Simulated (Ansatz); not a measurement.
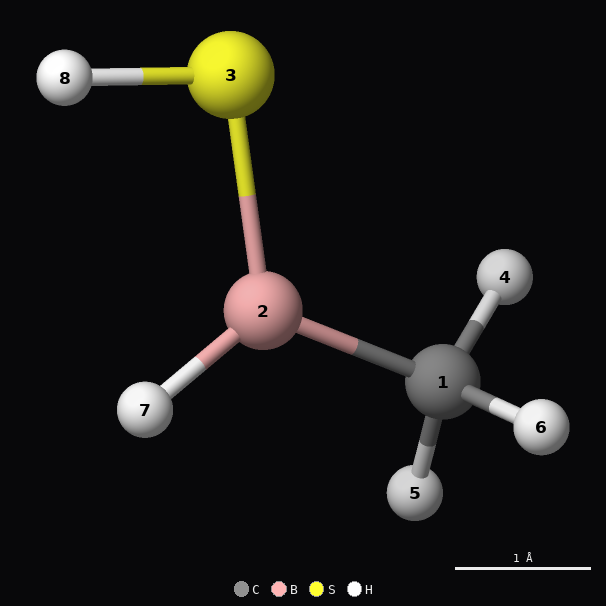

Simulated data, not a measurement (program: Ansatz).

The view is orthographic, and the bar gives the scale. Geometry: moved along internal coordinates away from the minimum.

Reconstruct the coordinates (Å) as seen: x to the right, y up, z towards the viewer, origin at the mean of the atomic positions.

```xyz
8
CH5BS
C    0.87  -0.56  -0.38
B   -0.47  -0.03   0.21
S   -0.71   1.72   0.42
H    1.33   0.22  -1.00
H    0.66  -1.39  -1.07
H    1.60  -0.90   0.35
H   -1.35  -0.77   0.54
H   -1.95   1.70   0.94
```
